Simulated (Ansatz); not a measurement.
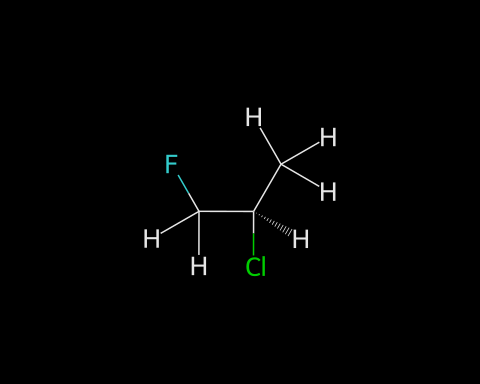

The computed structure is the end point of a PBE0-D4/def2-TZVP optimisation. No frequency run is at hand to confirm it as a minimum. Program: Ansatz 0.2.0.

At this fixed geometry, give dipole (D), HOMO energy (eV) at these levels: B3LYP-D4/def2-TZVPP; PBE-D4/def2-TZVPP; r2SCAN-D4/def2-TZVPP; ωB97M-V/def2-TZVPP.

```
               level  dipole (D)  HOMO energy (eV)
 B3LYP-D4/def2-TZVPP        0.48             −8.40
   PBE-D4/def2-TZVPP        0.51             −7.22
r2SCAN-D4/def2-TZVPP        0.56             −7.55
  ωB97M-V/def2-TZVPP        0.48            −10.98
```
